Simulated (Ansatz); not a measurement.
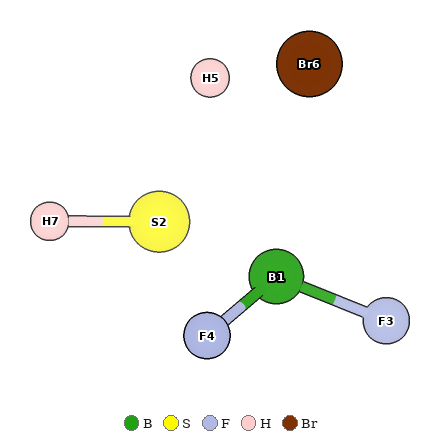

The system is the reacting system BBrF2H2S (fragments BF₂HS + BrH where the first distance is long, BBrF₂ + H₂S where the second is long); the picture shows the reference structure. 
- Coordinates scanned: (1) distance S2–H5 (bond that forms); (2) distance B1–S2 (bond that breaks).
- Relaxed at each point: all other coordinates.
- The scan uses an 8 × 8 grid.
- Points are written as (first, second).
- All energies are given in kJ/mol relative to a guessed transition structure relaxed with its forming and breaking bonds held.
- Energies and slopes of some neighbouring points disagree (a jump in structure or state, or too coarse a mesh). The reference is spin-restricted, so regions where a bond is pulled apart into radicals lie too high.
- The calculation used Ansatz 0.2.0, RKS B3LYP-D4/def2-SVP.

Its coordinates:

```xyz
7

B    -0.7474   -0.2496   -0.3944
S     1.3497    0.3651   -0.6970
F    -0.9925   -1.3372   -1.0925
F    -1.5468    0.7980   -0.4085
H     1.2314   -0.2932    0.9614
Br   -0.4297   -0.9069    1.8735
H     1.1354    1.6237   -0.2424
```

Range: distance S2–H5 (bond that forms) from 1.224 to 2.724 Å; distance B1–S2 (bond that breaks) from 1.701 to 2.901 Å.

**Predict the map.**

The lowest grid point is at (1.356 Å, 2.901 Å), −129 kJ/mol from a guessed transition structure relaxed with its forming and breaking bonds held. It lies in a valley that leaves the map towards separated partners. The energy also falls towards the edge at (2.724 Å, 1.806 Å) (9 kJ/mol above the lowest), where a further well may lie outside the range. The highest grid point, (2.724 Å, 2.901 Å), lies 288 kJ/mol above the lowest.

```
second ↓, first →  1.224  1.356  1.537  1.744  1.969  2.209  2.461  2.724
            2.901   −103   −129    −97    −25     62    147    142    159
            2.691   −100   −126    −95    −22     64     86    103    112
            2.489    −96   −122    −91    −19     68     47     49     53
            2.297    −92   −118    −87    −21     −3    −10    −11     −9
            2.117    −83   −110    −79    −35    −55    −64    −67    −66
            1.952    −65    −91    −61    −69    −92   −103   −107   −107
            1.806    −27    −54    −35    −78   −103   −115   −120   −120
            1.701     26     −1    −13    −58    −85    −98   −103   −104
```

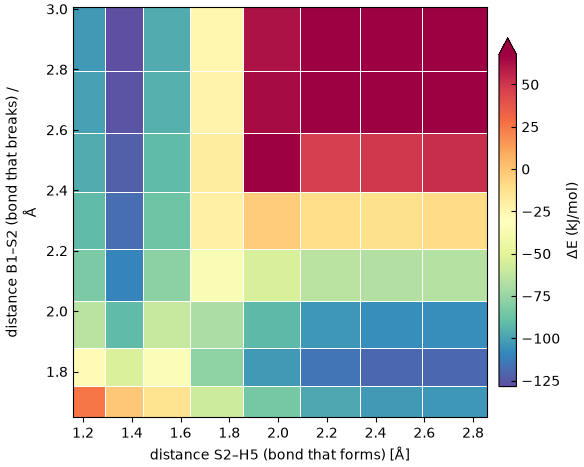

In the figure: one coloured cell a grid point, one colour for all values above the top of the scale.

The whole map (64 points run) took 27 min on 1 thread of Intel(R) Xeon(R) Platinum 8488C (Sapphire Rapids) (shared host).
